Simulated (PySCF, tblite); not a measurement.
# C3H9FSSi2: geometry, infrared bands and NMR shifts

Aim: predict the infrared bands and NMR shifts of C3H9FSSi2 (`F/C([SiH3])=C\C[SiH2]S`).

The runs use tblite 0.8.0 and PySCF 2.14.0, with density-fitted response routines of our own; the level of theory stands in each step. All values are computed, except where a source is named. Atoms count from 0, in the outputs and in this text.

## (1) The molecule as given

16 atoms, charge 0, multiplicity 1; geometry from: force field or distance geometry start.

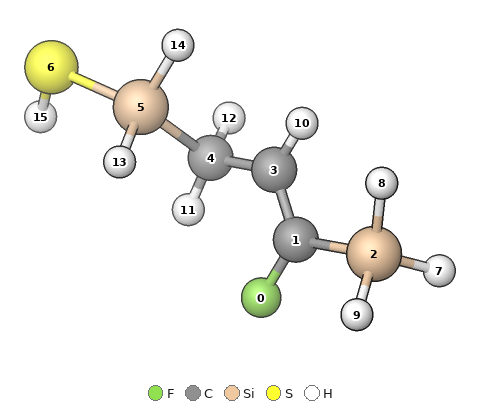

As it starts; fluorine green, carbon grey, silicon light orange, sulfur yellow, hydrogen white, atoms numbered.

## (2) Geometry optimisation with GFN2-xTB

The job: settings as JSON, then the geometry in Å.

```
{"job": {"kind": "relax", "xc": "GFN2-xTB", "basis": "xTB"}, "charge": 0, "multiplicity": 1}
F      0.966700    -1.003100     1.706800
C      1.317300    -0.507200     0.492300
Si     3.083100    -0.078200     0.086800
C      0.380800    -0.320300    -0.459600
C     -1.059800    -0.676300    -0.135200
Si    -1.943600     0.978700    -0.382900
S     -4.039700     0.754100    -0.298800
H      3.772100    -1.344200    -0.175200
H      3.012700     0.779600    -1.113200
H      3.693200     0.636700     1.208400
H      0.657500     0.065000    -1.433400
H     -1.183200    -1.056300     0.881100
H     -1.426900    -1.336100    -0.929800
H     -1.375400     1.857800     0.677400
H     -1.530600     1.579300    -1.678800
H     -4.331900    -0.320600     0.584000
```

On the command line:

```
$ OMP_NUM_THREADS=1 python probes_run.py task.json out
```

This one command runs all jobs of the session in turn.

The program printed:

```text
step      E/eV     max force
  0    -610.24232    2.171
  1    -610.40543    1.086
  2    -610.49045    0.767
  3    -610.52617    0.675
  4    -610.56654    0.526
  5    -610.59690    0.533
  6    -610.61890    0.429
  7    -610.64102    0.321
  8    -610.65845    0.310
  9    -610.66853    0.236
 10    -610.67469    0.196
 11    -610.68061    0.187
 12    -610.68577    0.183
 13    -610.68886    0.122
 14    -610.69093    0.128
 15    -610.69326    0.197
 16    -610.69601    0.204
 17    -610.69841    0.136
 18    -610.70011    0.103
 19    -610.70166    0.102
 20    -610.70371    0.130
 21    -610.70631    0.150
 22    -610.70868    0.112
 23    -610.71013    0.081
 24    -610.71099    0.076
 25    -610.71180    0.078
 26    -610.71282    0.089
 27    -610.71399    0.086
 28    -610.71517    0.090
 29    -610.71627    0.085
 30    -610.71734    0.087
 31    -610.71849    0.085
 32    -610.71967    0.096
 33    -610.72069    0.087
 34    -610.72145    0.070
 35    -610.72198    0.044
 36    -610.72240    0.045
 37    -610.72282    0.050
 38    -610.72336    0.065
 39    -610.72411    0.092
 40    -610.72503    0.090
 41    -610.72591    0.073
 42    -610.72656    0.076
 43    -610.72702    0.067
 44    -610.72743    0.047
 45    -610.72779    0.044
 46    -610.72808    0.045
 47    -610.72836    0.058
 48    -610.72872    0.064
 49    -610.72919    0.059
 50    -610.72967    0.050
 51    -610.73004    0.053
 52    -610.73034    0.045
 53    -610.73072    0.062
 54    -610.73127    0.084
 55    -610.73187    0.073
 56    -610.73231    0.040
 57    -610.73258    0.035
 58    -610.73283    0.038
 59    -610.73312    0.050
 60    -610.73343    0.049
 61    -610.73369    0.037
 62    -610.73387    0.027
 63    -610.73404    0.040
 64    -610.73422    0.041
 65    -610.73441    0.026
 66    -610.73457    0.036
 67    -610.73471    0.026
 68    -610.73480    0.018
 69    -610.73484    0.016
 70    -610.73490    0.023
 71    -610.73500    0.032
 72    -610.73518    0.038
 73    -610.73542    0.046
 74    -610.73563    0.034
 75    -610.73575    0.023
 76    -610.73584    0.024
 77    -610.73598    0.033
 78    -610.73622    0.043
 79    -610.73654    0.049
 80    -610.73686    0.050
 81    -610.73718    0.053
 82    -610.73757    0.052
 83    -610.73816    0.062
 84    -610.73892    0.073
 85    -610.73961    0.068
 86    -610.74009    0.050
 87    -610.74038    0.054
 88    -610.74083    0.065
 89    -610.74132    0.054
 90    -610.74232    0.054
 91    -610.74272    0.061
 92    -610.74328    0.045
 93    -610.74360    0.028
 94    -610.74391    0.037
 95    -610.74417    0.046
 96    -610.74451    0.056
 97    -610.74505    0.049
 98    -610.74557    0.049
 99    -610.74595    0.030
100    -610.74609    0.046
101    -610.74619    0.019
102    -610.74625    0.018
103    -610.74635    0.020
104    -610.74643    0.022
105    -610.74657    0.023
106    -610.74670    0.017
107    -610.74676    0.013
108    -610.74678    0.011
109    -610.74679    0.008
```

Run time: 1.5 s. Hardware: 1 thread of Arm Neoverse N1, shared host; peak memory 0.18 GiB.

Step by step: (not every step is listed)

```
step  energy from step 0 (eV)  largest force (eV/Å)
   0                   0.0000                2.1710
   1                  -0.1631                1.0860
   2                  -0.2481                0.7668
   3                  -0.2839                0.6749
   4                  -0.3242                0.5263
   5                  -0.3546                0.5333
   6                  -0.3766                0.4295
   7                  -0.3987                0.3213
   8                  -0.4161                0.3105
  17                  -0.4561                0.1358
  26                  -0.4705                0.0891
  35                  -0.4797                0.0441
  44                  -0.4851                0.0468
  53                  -0.4884                0.0617
  62                  -0.4916                0.0273
  71                  -0.4927                0.0320
  80                  -0.4945                0.0504
  89                  -0.4990                0.0543
  98                  -0.5033                0.0486
 104                  -0.5041                0.0215
 105                  -0.5043                0.0235
 106                  -0.5044                0.0168
 107                  -0.5044                0.0130
 108                  -0.5045                0.0114
 109                  -0.5045                0.0084
```

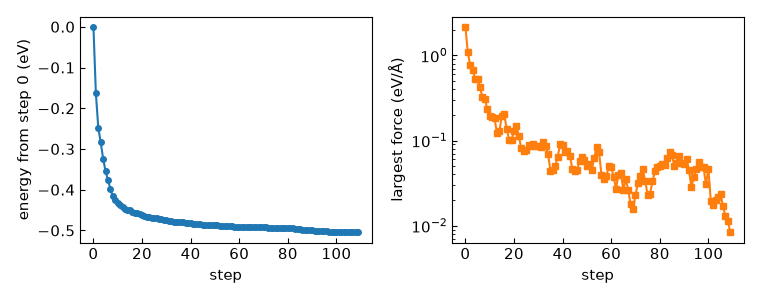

Energy and largest force along the relaxation.

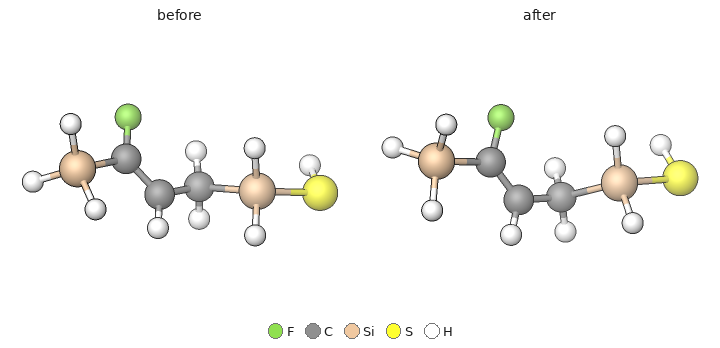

The geometry before (left) and after (right).

Distances of close pairs at the start and the end, largest changes first:

```
   bond  before (Å)  after (Å)  change (Å)
 S6–H15       1.421      1.325      -0.096
 Si5–S6       2.110      2.153      +0.043
  C3–C4       1.519      1.485      -0.034
Si5–H13       1.490      1.458      -0.032
Si5–H14       1.487      1.456      -0.031
 C1–Si2       1.862      1.887      +0.026
  C1–C3       1.348      1.329      -0.019
 C4–Si5       1.892      1.909      +0.017
```

The end geometry stands in the next job.

## (3) Infrared spectrum with GFN2-xTB

The job: settings as JSON, then the geometry in Å.

```
{"job": {"kind": "ir", "xc": "GFN2-xTB", "basis": "xTB"}, "charge": 0, "multiplicity": 1}
F      0.816438    -0.624945     1.573488
C      1.275927    -0.401772     0.301875
Si     3.137690    -0.106304     0.207548
C      0.385283    -0.428850    -0.684330
C     -1.071921    -0.655276    -0.510886
Si    -1.956039     1.016049    -0.245588
S     -4.062045     0.664198     0.027309
H      3.829982    -1.309195     0.670000
H      3.442119     0.178157    -1.193441
H      3.463817     1.026493     1.074070
H      0.744337    -0.233256    -1.682388
H     -1.243334    -1.294312     0.357607
H     -1.482978    -1.158631    -1.386729
H     -1.448436     1.694824     0.940803
H     -1.892657     1.847383    -1.439162
H     -3.945780    -0.205620     1.019909
```

The program printed:

```text
mode    cm-1     km/mol
  1      28.4      1.46
  2      31.6      3.33
  3      57.9      0.38
  4      72.2      0.90
  5     114.8     11.70
  6     143.7     30.30
  7     180.7      2.07
  8     227.6      1.36
  9     279.2      6.73
 10     425.5     28.83
 11     438.9     36.76
 12     461.5     14.86
 13     515.8     52.53
 14     549.6     77.78
 15     562.7     13.32
 16     565.8     37.16
 17     673.8    197.61
 18     696.9      6.09
 19     722.0     52.36
 20     746.5    302.39
 21     754.8    147.51
 22     760.2    308.54
 23     780.8    259.12
 24     787.6    292.56
 25     825.6     48.69
 26     846.1     40.94
 27    1042.5     81.69
 28    1079.4     24.35
 29    1157.1     69.52
 30    1195.8     54.32
 31    1266.6     15.35
 32    1449.2      4.84
 33    1669.8     88.08
 34    2271.0    347.11
 35    2277.1    138.87
 36    2285.6    312.39
 37    2308.6    284.98
 38    2332.6    162.37
 39    2463.3    114.76
 40    2972.3     16.82
 41    2979.5     29.40
 42    3095.5     27.88
```

Run time: 1.1 s. Hardware: 1 thread of Arm Neoverse N1, shared host; peak memory 0.18 GiB.

The strongest bands and the atoms that carry them (share of the mass-weighted mode):

```csv
cm⁻¹,km/mol,atoms
674,197.6,"H13 40 %, H15 40 %"
746,302.4,"Si5 23 %, H15 21 %, H14 17 %, H13 14 %"
760,308.5,"H14 32 %, H13 25 %, H8 21 %"
781,259.1,"H8 33 %, H7 29 %, H9 24 %"
788,292.6,"H7 45 %, H9 44 %"
2271,347.1,"H9 59 %, H7 37 %"
2286,312.4,H8 89 %
2309,285.0,H13 92 %
```

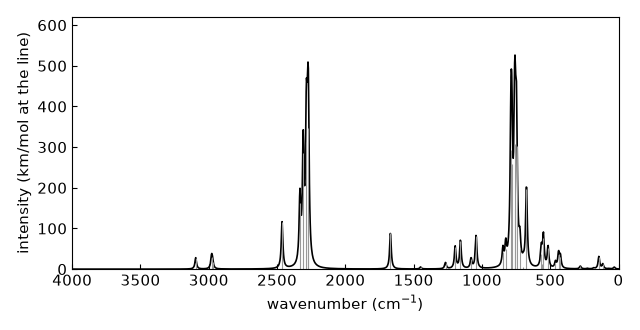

The infrared spectrum from these modes, unscaled. Lines are broadened to a width of 14 cm⁻¹ (Lorentzian).

## (4) Nuclear shieldings: PBE0/pcSseg-1

Same as in step 3 but for these lines:

```diff
@@ -1,2 +1,2 @@
-{"job": {"kind": "ir", "xc": "GFN2-xTB", "basis": "xTB"}, "charge": 0, "multiplicity": 1}
+{"job": {"kind": "nmr", "xc": "PBE0", "basis": "pcSseg-1"}, "charge": 0, "multiplicity": 1}
 F      0.816438    -0.624945     1.573488
```

Method: GIAO PBE0/pcSseg-1 NMR shielding, non-relativistic, gas phase.

The program printed:

```text
coarse grid: 14800 points
cycle   1  E = -1195.9651300846  dE =  5.055e-01  |g| = 4.919e-01  |ddm| = 3.605e+00
cycle   2  E = -1195.9445676489  dE =  2.056e-02  |g| = 6.264e-01  |ddm| = 9.323e-01
cycle   3  E = -1196.0149813249  dE = -7.041e-02  |g| = 8.177e-02  |ddm| = 5.174e-01
cycle   4  E = -1196.0161877136  dE = -1.206e-03  |g| = 3.365e-02  |ddm| = 9.885e-02
cycle   5  E = -1196.0164501466  dE = -2.624e-04  |g| = 7.958e-03  |ddm| = 3.665e-02
cycle   6  E = -1196.0164594803  dE = -9.334e-06  |g| = 4.824e-03  |ddm| = 1.166e-02
cycle   7  E = -1196.0164647539  dE = -5.274e-06  |g| = 5.731e-04  |ddm| = 4.581e-03
final grid: 129176 points
cycle   8  E = -1196.0648322561  dE = -2.744e-05  |g| = 7.732e-03  |ddm| = 2.733e-02
cycle   9  E = -1196.0648201548  dE =  1.210e-05  |g| = 1.080e-02  |ddm| = 1.793e-02
cycle  10  E = -1196.0648464047  dE = -2.625e-05  |g| = 1.253e-03  |ddm| = 1.038e-02
cycle  11  E = -1196.0648466938  dE = -2.891e-07  |g| = 2.976e-04  |ddm| = 1.435e-03
cycle  12  E = -1196.0648467118  dE = -1.800e-08  |g| = 1.071e-04  |ddm| = 3.033e-04
cycle  13  E = -1196.0648467140  dE = -2.214e-09  |g| = 3.286e-05  |ddm| = 9.850e-05
cycle  14  E = -1196.0648467143  dE = -2.644e-10  |g| = 5.519e-06  |ddm| = 3.386e-05
converged SCF energy = -1196.0648467143

GIAO shielding tensors (ppm)
atom      isotropic    diamagn.    paramagn.     s11        s22        s33       span
  0 F      279.780     478.438    -198.658    155.336    254.072    429.932    274.596
  1 C       16.697     252.666    -235.969    -72.738     53.874     68.955    141.693
  2 Si     429.384     880.103    -450.719    406.897    421.274    459.981     53.084
  3 C       58.905     261.114    -202.208    -62.264     90.143    148.836    211.101
  4 C      166.700     253.718     -87.019    138.078    175.102    186.919     48.841
  5 Si     383.726     879.099    -495.373    341.712    390.997    418.469     76.757
  6 S      743.983    1056.041    -312.058    664.791    704.495    862.661    197.870
  7 H       27.427      28.113      -0.686     24.173     25.589     32.519      8.346
  8 H       27.789      28.961      -1.172     24.394     27.019     31.952      7.558
  9 H       27.439      28.655      -1.216     24.176     25.913     32.227      8.051
 10 H       26.191      34.691      -8.500     23.515     24.904     30.155      6.640
 11 H       29.100      32.844      -3.744     24.677     30.348     32.275      7.598
 12 H       30.006      31.126      -1.120     25.120     29.276     35.623     10.504
 13 H       26.876      29.924      -3.049     22.362     26.684     31.581      9.219
 14 H       27.241      28.975      -1.734     23.409     26.121     32.192      8.783
 15 H       31.669      30.720       0.949     23.470     28.931     42.606     19.136
```

Wall time 54 s (1 thread of Arm Neoverse N1, shared host); peak memory 0.83 GiB.

The references, computed at this level on geometries of the same kind, shield at (ppm): ¹H TMS 31.72, ¹³C TMS 186.9, ²⁹Si TMS 349.2, ¹⁹F CFCl3 170.9, ³³S CS2 504. Their shielding less the atom's gives the shift. The references are single molecules in the gas phase, so shifts against H2O, NH3, PH3, H3PO4 or CFCl3 are not on the usual liquid scales and can be off by tens of ppm. Atoms listed in one row are averaged.

| atoms | environment | σ (ppm) | δ (ppm) | δ scaled to CDCl3 |
| --- | --- | --- | --- | --- |
| C1 | fully substituted alkene carbon | 16.7 | 170.2 | 164.2 |
| C3 | alkene CH | 58.9 | 128.0 | 123.0 |
| C4 | allylic sp3 CH2 bonded to Si | 166.7 | 20.2 | 17.8 |
| H10 | hydrogen on an alkene CH | 26.19 | 5.53 | 5.31 |
| H13, H14 | hydrogen on a silicon bonded to C, S | 27.06 | 4.66 | – |
| H7, H8, H9 | hydrogen on a silicon bonded to C | 27.55 | 4.17 | – |
| H11, H12 | hydrogen on an allylic sp3 CH2 bonded to Si | 29.55 | 2.16 | 2.15 |
| H15 | hydrogen on a sulfur bonded to Si | 31.67 | 0.05 | – |
| F0 | vinylic fluorine | 279.8 | -108.8 | – |
| Si5 | silicon bonded to C, S, 2 H | 383.7 | -34.6 | – |
| Si2 | silicon bonded to C, 3 H | 429.4 | -80.2 | – |
| S6 | sulfur bonded to Si, H | 744 | -240 | – |

The scaled column applies a straight-line fit of computed shieldings to shifts measured in CDCl3, with any fitted terms for Cl, Br or S neighbours, and one for carbons that bear F (root-mean-square error 0.16 ppm for H, 1.9 ppm for C).

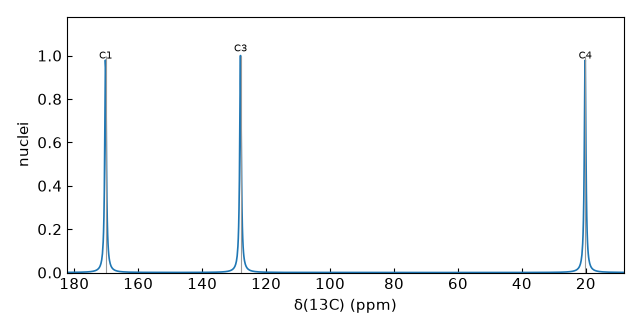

¹³C lines at the computed shifts, without couplings. Lines are broadened to a width of 0.60 ppm (Lorentzian).

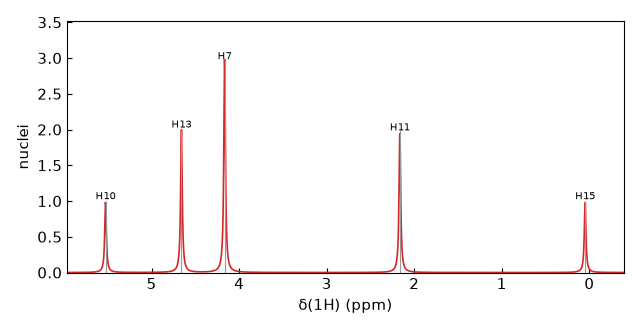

¹H lines at the computed shifts, without couplings. Lines are broadened to a width of 0.02 ppm (Lorentzian).

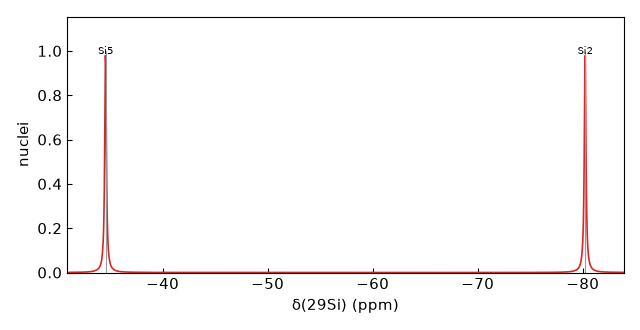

²⁹Si lines at the computed shifts, without couplings. Lines are broadened to a width of 0.18 ppm (Lorentzian).

The run also stored atomic charges by several schemes (e):

| atoms | Mulliken | IAO | Hirshfeld | ESP fit |
| --- | --- | --- | --- | --- |
| F0 | -0.30 | -0.29 | -0.09 | -0.11 |
| C1 | 0.04 | -0.01 | -0.02 | -0.08 |
| Si2 | 0.53 | 0.61 | 0.32 | 0.29 |
| C3 | -0.27 | -0.18 | -0.06 | -0.07 |
| C4 | -0.46 | -0.55 | -0.16 | -0.43 |
| Si5 | 0.59 | 0.71 | 0.32 | 0.39 |
| S6 | -0.40 | -0.33 | -0.15 | -0.41 |

ESP fit charges:

F0 -0.11; C1 -0.08; Si2 0.29; C3 -0.07; C4 -0.43; Si5 0.39; S6 -0.41; H7 -0.05; H8 -0.07; H9 -0.05; H10 0.13; H11 0.17; H12 0.15; H13 -0.07; H14 -0.01; H15 0.22

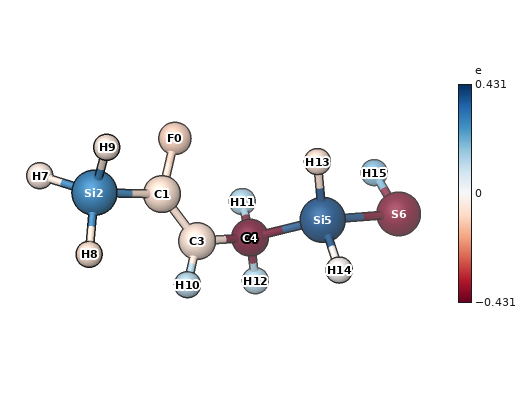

ESP fit charges, as colours on the atoms.

Mayer bond orders: F0–C1 0.89, C1–Si2 0.89, C1–C3 1.77, C3–C4 1.05, C4–Si5 0.88, Si5–S6 1.00.

## (5) What came out

```
                                                              quantity                             value
                             strongest single infrared mode (GFN2-xTB)             2271 cm⁻¹, 347 km/mol
                                          zero-point energy (GFN2-xTB)                     63.0 kcal/mol
                                ¹³C shifts against TMS (PBE0/pcSseg-1)            170.2, 128.0, 20.2 ppm
¹H shifts against TMS (PBE0/pcSseg-1, means over atoms taken as alike)  5.53, 4.66, 4.17, 2.16, 0.05 ppm
                              ¹⁹F shifts against CFCl3 (PBE0/pcSseg-1)                        -108.8 ppm
                               ²⁹Si shifts against TMS (PBE0/pcSseg-1)                  -34.6, -80.2 ppm
                                ³³S shifts against CS2 (PBE0/pcSseg-1)                          -240 ppm
```

What this shows: The optimisation took 109 steps and gained 0.504 eV; among the close pairs (by a distance rule), S6–H15 changed most, from 1.421 to 1.325 Å. No mode is imaginary among the 42: a minimum at this level. The strongest single mode, at 2271 cm⁻¹, moves mainly H9 and H7. Unscaled tight-binding wavenumbers are off by several per cent, some by more. Its intensities can rank the bands wrongly. The most deshielded hydrogen is H10 (hydrogen on an alkene CH), at 5.53 ppm: olefinic region. At PBE0/pcSseg-1: The largest span, 275 ppm, is at F0, where the paramagnetic term is -199 ppm.
